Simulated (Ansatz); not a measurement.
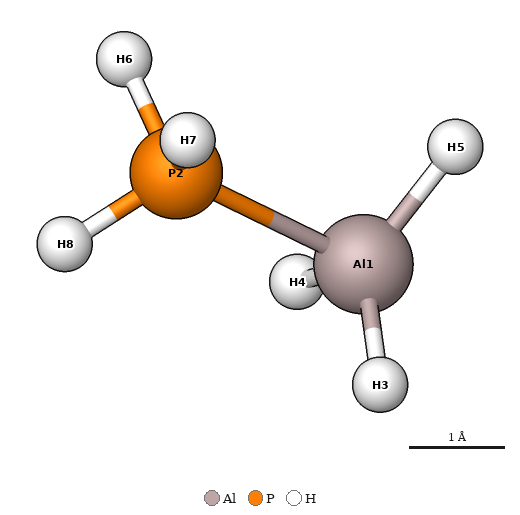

**Figure 1.** The structure as given in the input (ball-and-stick view, seen at a tilt; atoms are numbered from 1 in the order of the input). Sticks mark near contacts.

## AlPH6: phonon calculation

- system: AlPH6
- method: RKS PBE0-D4/def2-TZVP (Ansatz 0.2.0)

The geometry comes from this level: PBE0-D4/def2-TZVP. Figures and captions count atoms from 1; the log counts them from 0 in places.

**Input file**
```yaml
crystal:
  periodic: [false, false, false]
  atoms:
    - {symbol: Al, position_ang: [-0.472059, 0.166915, -1.354480]}
    - {symbol: P, position_ang: [0.371450, -0.137046, 0.994620]}
    - {symbol: H, position_ang: [0.029996, -1.240687, -1.920089]}
    - {symbol: H, position_ang: [-2.016434, 0.334663, -0.979965]}
    - {symbol: H, position_ang: [0.379780, 1.475822, -1.692949]}
    - {symbol: H, position_ang: [0.167186, 0.896877, 1.930472]}
    - {symbol: H, position_ang: [1.750255, -0.340237, 1.204815]}
    - {symbol: H, position_ang: [-0.118074, -1.213406, 1.761674]}
basis:
  gaussian: {orbitals: def2-TZVP}
hamiltonian: {xc: pbe0, dispersion: d4}
phonons: {temperatures: {t_min: 298.15, t_max: 900, t_step: 200}}
```

Launch command:
```bash
ansatz run in.yaml --threads 4 --pin off --events-out ev --progress --plain --max-ram 10444MiB
```

**What the program printed**
```
Functional definition: PBE0
  name "PBE0"
  cite "Adamo & Barone, J. Chem. Phys. 110, 6158 (1999) doi:10.1063/1.478522"
  cite "Perdew, Burke & Ernzerhof, Phys. Rev. Lett. 77, 3865 (1996) doi:10.1103/PhysRevLett.77.3865"
  parent pbe
  parameter a = 0.25
  parameter kappa = 0.804
  parameter beta = 0.06672455060314922
  exchange = (1 - a)*pbe_x(kappa = kappa, mu = beta*pi^2/3) + a*exact_x
  correlation = pbe_c(beta = beta)
825 factors; their error is unknown
mean field evaluation 1: about -15975.7474 eV, gradient 1.2e1 eV
mean field evaluation 2: about -15976.2993 eV, gradient 4.4e0 eV
mean field evaluation 4: about -15976.3703 eV, gradient 2.4e-1 eV
mean field evaluation 8: about -15976.3905 eV, gradient 1.6e-2 eV
mean field -15976.39054330 eV, -587.1215232796 hartree, gradient 1.6e-5 eV, S^2 0.000000; 0 other end points of the search recorded, 0 dependent functions left out
the calculation of the forces begins
reference -15976.39057955 eV, -587.1215246119 hartree; 17, 17 occupied and 93, 93 virtual orbitals, 825 factors
these checks for a lower state are left out or cut short: stability, starts, cluster_reference, orbital_swaps, neighbouring_geometries, increment
825 factors; their error is unknown
mean field evaluation 16: about -15976.3905 eV, gradient 7.9e-2 eV
mean field -15976.39047767 eV, -587.1215208679 hartree, gradient 2.2e-6 eV, S^2 0.000000; 0 other end points of the search recorded, 0 dependent functions left out
[... from here on the field's lines of each further geometry are left out, up to the last ...]
the calculation of the forces begins
reference -15976.39056353 eV, -587.1215240234 hartree; 17, 17 occupied and 93, 93 virtual orbitals, 825 factors
these checks for a lower state are left out or cut short: stability, starts, cluster_reference, orbital_swaps, neighbouring_geometries, increment
825 factors; their error is unknown
mean field -15976.39051055 eV, -587.1215220762 hartree, gradient 1.6e-6 eV, S^2 0.000000; 0 other end points of the search recorded, 0 dependent functions left out
the calculation of the forces begins
reference -15976.39054680 eV, -587.1215234083 hartree; 17, 17 occupied and 93, 93 virtual orbitals, 825 factors
Total energy: -15976.50027770 eV, -587.1255559448 hartree
Atom 0 at    -0.472059     0.166915    -1.354480 Å, force     0.000866    -0.000326     0.001007 eV/Å
Atom 1 at     0.371450    -0.137046     0.994620 Å, force    -0.002042     0.001150    -0.003017 eV/Å
Atom 2 at     0.029996    -1.240687    -1.920089 Å, force     0.000290    -0.001269     0.000319 eV/Å
Atom 3 at    -2.016434     0.334663    -0.979965 Å, force    -0.000554     0.000128     0.001299 eV/Å
Atom 4 at     0.379780     1.475822    -1.692949 Å, force     0.001189     0.000609     0.000400 eV/Å
Atom 5 at     0.167186     0.896877     1.930472 Å, force    -0.001485     0.003217     0.001573 eV/Å
Atom 6 at     1.750255    -0.340237     1.204815 Å, force     0.003729    -0.000008    -0.001879 eV/Å
Atom 7 at    -0.118074    -1.213406     1.761674 Å, force    -0.001992    -0.003501     0.000299 eV/Å
Dipole moment:     0.291050    -0.104923     0.810616 e Å
Vibrations: 137.36 207.39 207.47 259.57 514.44 514.52 695.46 752.95 753.00 993.46 1119.05 1119.08 1870.75 1870.88 1878.18 2470.92 2489.14 2489.14 cm⁻¹, zero-point energy 1.261090 eV
```

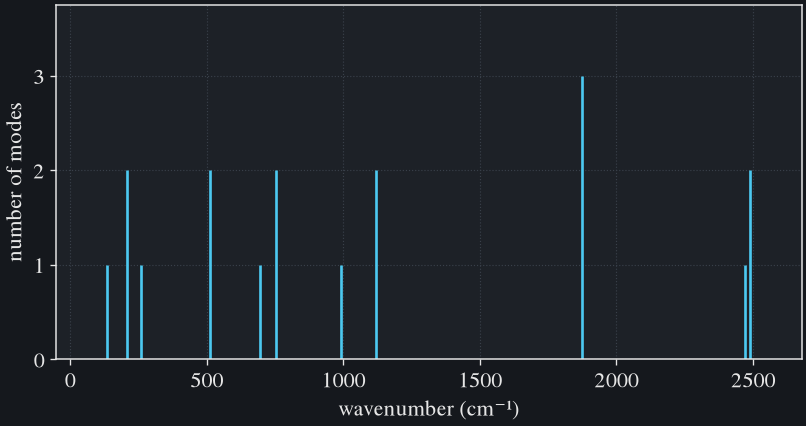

**Figure 2.** Harmonic vibrational wavenumbers from the force constants; neighbouring modes closer than 11 cm⁻¹ are counted in one stick. 18 modes from 137 to 2489 cm⁻¹, none imaginary.

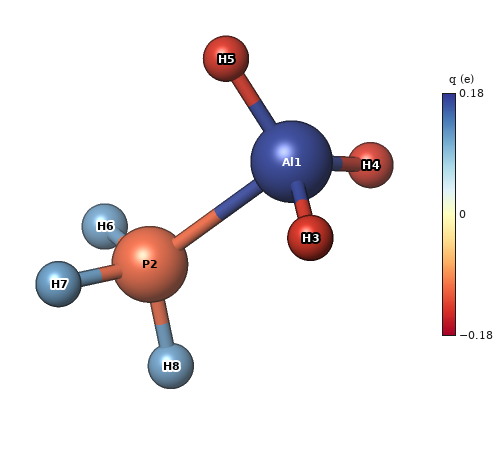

**Figure 3.** Mulliken charges, as the colour of each atom (ball-and-stick view, seen at a tilt; atoms are numbered from 1 in the order of the input). By element: Al +0.17, P −0.11 and H −0.14 to +0.12 e.

**Results in brief**

| quantity | value |
| --- | --- |
| outcome | converged |
| total energy | −15976.5003 eV |
| mean-field energy | −15976.3906 eV |
| dispersion energy | −0.1097 eV |
| largest force (length of the vector) | 0.004 eV/Å |
| dipole moment | 4.17 D |
| hardware | 4 threads of Arm Neoverse V1, 23 GiB of memory available, shared host |
| wall time | 26 s (CPU time 94 s) |
| peak memory | 0.19 GiB |
